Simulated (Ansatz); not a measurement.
**CH5GeS (SMILES [CH3][GeH][SH]): UHF/cc-pVDZ**

What is the vertical ionisation energy of CH5GeS at UHF/cc-pVDZ? 

Program for the calculation: Ansatz 0.2.0.

30 further runs of the same task are left out: 1 that didn't finish, 29 set aside as unsound or not needed. Runs told in other sessions of the task aren't counted.

### 1 Starting point

The species is CH5GeS (8 atoms), meant as a doublet with charge 0. SMILES: `[CH3][GeH][SH]`. The coordinates come from a PBE0-D4/def2-TZVP relaxation. This is one conformer, not always the lowest.

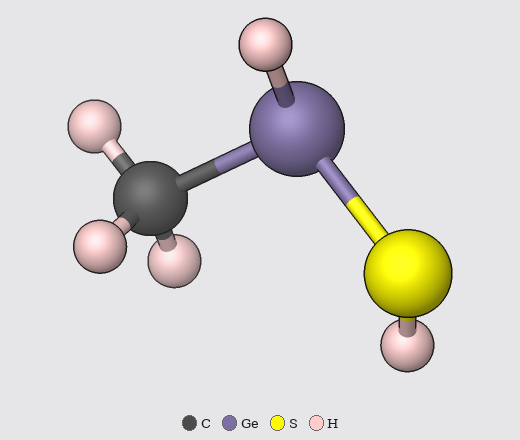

Viewed from a chosen angle; carbon dark grey, germanium purple, sulfur yellow, hydrogen pink.

### 2 A single-point energy at UHF/cc-pVDZ

run.yaml

```yaml
crystal:
  periodic: [false, false, false]
  atoms:
    - {symbol: C, position_ang: [-0.733300, 0.635200, -0.565800]}
    - {symbol: Ge, position_ang: [0.934600, -0.393300, -0.399900]}
    - {symbol: S, position_ang: [1.033800, -1.391600, 1.591200]}
    - {symbol: H, position_ang: [-0.786300, 1.357800, 0.251000]}
    - {symbol: H, position_ang: [-1.594800, -0.030400, -0.515000]}
    - {symbol: H, position_ang: [-0.745800, 1.162700, -1.520400]}
    - {symbol: H, position_ang: [2.173100, 0.541200, -0.392200]}
    - {symbol: H, position_ang: [-0.189100, -1.938700, 1.495000]}
basis:
  gaussian: {orbitals: cc-pVDZ}
magnetization: {spin_polarized: true, initial_magnetization: 1}
hamiltonian: {xc: hf}
accuracy: high
output: {orbitals: {seedname: orbitals}}
```

The run is started by

```
$ ansatz run run.yaml --threads 1 --pin off --max-ram 2610MiB --events-out events.jsonl --progress --plain --runs-dir runs
```

Standard output:

```text
Warning: RAYON_NUM_THREADS=1 ignored (pool sized by the plan → 1); use --threads N
Functional definition: HF
  name "HF"
  exchange = exact_x
  correlation = 0
1953 factors; integrals over basis functions are off by at most 4.5e-9 eV
mean field evaluation 1: about -68397.8307 eV, gradient 1.6e1 eV
mean field evaluation 2: about -68397.8739 eV, gradient 1.6e1 eV
mean field evaluation 4: about -68399.7769 eV, gradient 2.0e0 eV
mean field evaluation 8: about -68399.8364 eV, gradient 2.5e-1 eV
mean field evaluation 16: about -68399.8386 eV, gradient 1.4e-8 eV
mean field -68399.83859787 eV, -2513.6477053958 hartree, gradient 1.5e-8 eV, S^2 0.755342; 0 other end points of the search recorded, 0 dependent functions left out
reference -68399.83859787 eV, -2513.6477053958 hartree; 30, 29 occupied and 54, 55 virtual orbitals, 1953 factors
Total energy: -68399.83859787 eV, -2513.6477053958 hartree
```

It took 5.4 s on 1 thread of Arm Neoverse V1, shared host; peak memory 0.34 GiB.

### 3 The singlet cation

job.yaml

```yaml
crystal:
  periodic: [false, false, false]
  atoms:
    - {symbol: C, position_ang: [-0.733300, 0.635200, -0.565800]}
    - {symbol: Ge, position_ang: [0.934600, -0.393300, -0.399900]}
    - {symbol: S, position_ang: [1.033800, -1.391600, 1.591200]}
    - {symbol: H, position_ang: [-0.786300, 1.357800, 0.251000]}
    - {symbol: H, position_ang: [-1.594800, -0.030400, -0.515000]}
    - {symbol: H, position_ang: [-0.745800, 1.162700, -1.520400]}
    - {symbol: H, position_ang: [2.173100, 0.541200, -0.392200]}
    - {symbol: H, position_ang: [-0.189100, -1.938700, 1.495000]}
basis:
  gaussian:
    orbitals: cc-pVDZ
total_charge: 1
hamiltonian:
  xc: hf
accuracy: high
output:
  orbitals: {seedname: orbitals}
```

The run is started by

```
$ ansatz run job.yaml --threads 1 --pin off --max-ram 2610MiB --events-out events.jsonl --progress --plain --runs-dir runs
```

Standard output:

```text
Warning: RAYON_NUM_THREADS=1 ignored (pool sized by the plan → 1); use --threads N
[... 4 set-up lines as earlier in the session ...]
1952 factors; integrals over basis functions are off by at most 4.5e-9 eV
mean field evaluation 1: about -68388.6833 eV, gradient 3.3e1 eV
mean field evaluation 2: about -68388.7330 eV, gradient 3.3e1 eV
mean field evaluation 4: about -68392.1847 eV, gradient 2.5e0 eV
mean field evaluation 8: about -68392.2328 eV, gradient 2.6e-1 eV
mean field evaluation 16: about -68392.2336 eV, gradient 2.7e-8 eV
mean field -68392.23358665 eV, -2513.3682263886 hartree, gradient 2.7e-8 eV, S^2 0.000000; 0 other end points of the search recorded, 0 dependent functions left out
reference -68392.23358665 eV, -2513.3682263886 hartree; 29, 29 occupied and 55, 55 virtual orbitals, 1952 factors
Total energy: -68392.23358665 eV, -2513.3682263886 hartree
```

Run time: 3.9 s. Hardware: 1 thread of Arm Neoverse V1, shared host; peak memory 0.25 GiB.

### 4 Outcome

Level: UHF/cc-pVDZ.

| quantity | value |
| --- | --- |
| doublet CH5GeS: total energy | -2513.64771 Eh |
| doublet CH5GeS: HOMO energy (highest over α and β) | -8.40 eV |
| doublet CH5GeS: LUMO energy (lowest over α and β) | 1.14 eV |
| doublet CH5GeS: ⟨S²⟩ | 0.755 |
| singlet cation: total energy | -2513.36823 Eh |
| singlet cation: HOMO energy | -16.01 eV |
| singlet cation: LUMO energy | -6.68 eV |
| singlet cation: HOMO–LUMO gap | 9.33 eV |
| vertical ionisation energy (to the singlet cation) | 7.605 eV |

In words: Removing an electron at fixed nuclei costs 7.61 eV (175 kcal/mol).
